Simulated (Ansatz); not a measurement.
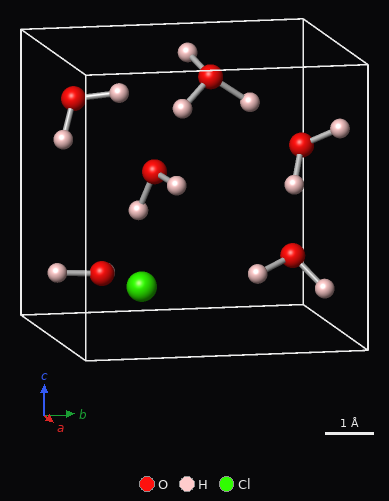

Starting frame of a dynamics run of a periodic cell with 6 H2O + 1 HCl at 1.039 g/cm³. The picture is a ball-and-stick view of the simulation cell, seen slightly off an axis.

Theory: DFT r2SCAN, scalar-relativistic, plane waves, PAW (Ansatz).

Input
```yaml
accuracy: low
crystal:
  lattice:
    - [6.135792, 0.0, 0.0]
    - [0.0, 6.135792, 0.0]
    - [0.0, 0.0, 6.135792]
  atoms:
    - { symbol: O, position: [0.44844971, 0.5692374, 0.88496252] }
    - { symbol: H, position: [0.44227611, 0.70990816, 0.78974779] }
    - { symbol: H, position: [0.51142024, 0.45499153, 0.78771813] }
    - { symbol: O, position: [0.63747297, 0.32699501, 0.59167935] }
    - { symbol: H, position: [0.78567206, 0.37125636, 0.56527338] }
    - { symbol: H, position: [0.57723601, 0.2836382, 0.44852123] }
    - { symbol: O, position: [0.46760316, 0.88719562, 0.63749051] }
    - { symbol: H, position: [0.55184539, 1.00374672, 0.70446754] }
    - { symbol: H, position: [0.56003024, 0.8399623, 0.51503635] }
    - { symbol: O, position: [0.74074326, 0.79288656, 0.29792322] }
    - { symbol: H, position: [0.80024785, 0.89234728, 0.188091] }
    - { symbol: H, position: [0.80164108, 0.65457153, 0.2483981] }
    - { symbol: O, position: [0.87501908, 0.98529648, 0.89838357] }
    - { symbol: H, position: [0.9319749, 1.13389856, 0.92161899] }
    - { symbol: H, position: [0.94740015, 0.93232259, 0.76836921] }
    - { symbol: O, position: [0.4750003, 0.1775943, 0.21493117] }
    - { symbol: H, position: [0.47261085, 0.02044005, 0.22266748] }
    - { symbol: H, position: [0.32460875, 0.22437344, 0.19336516] }
    - { symbol: Cl, position: [0.04688769, 0.41718102, 0.09154178] }
    - { symbol: H, position: [0.30317671, 0.52071116, -0.05129894] }
basis:
  ecutwfc: 500.0
kpoints:
  mp_grid: { grid: [1, 1, 1] }
hamiltonian:
  xc: r2scan
scf:
  occupations: { method: fermi_dirac, width: 0.05 }
  lower_state_search: "off"
md:
  timestep: 0.5
  n_steps: 100
  ensemble: nvt_langevin
  temperature: 250.0
  initial_velocities: maxwell_boltzmann
  seed: 253149
  friction: 0.02
```

Run as
```bash
ansatz run input.yaml --threads 1 --pin off --max-ram 3072MiB --backend cpu --events-out ev --progress --plain --runs-dir out
```

**Predict how the run goes.**

The mean temperature in the second half is 211 K (standard deviation 29 K). The potential energy in the second half lies on average 22.1 meV per atom above the first frame. In the second half of the run the atoms are, in the root-mean-square, this far from where they began (common drift taken out): H 0.25 Å, O 0.14 Å, Cl 0.10 Å. The heavy atoms stay within a fraction of a molecule's size of their starting places; so short a run doesn't tell a liquid from a solid.

Along the run (each row but the first and the last is the mean over the interval that it begins):

```csv
time (fs),potential energy (meV/atom),T (K)
0.0,0.0,238
8.0,16.0,156
16.0,17.0,172
24.0,18.1,190
32.0,24.7,193
40.0,22.1,238
48.0,22.8,246
```

The paths of the atoms, magnified 2 times:

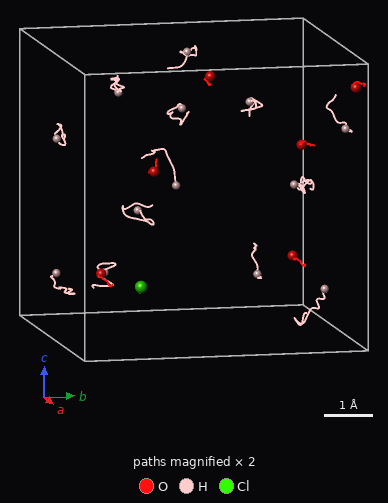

Limits of the set-up: the program's low-accuracy preset was used; the periodic images lie only 6.1 Å apart, so the values are limited by the cell's size.

The run took 11 min on 1 thread of Arm Neoverse V2, with other jobs on the host, peak memory 0.51 GiB.
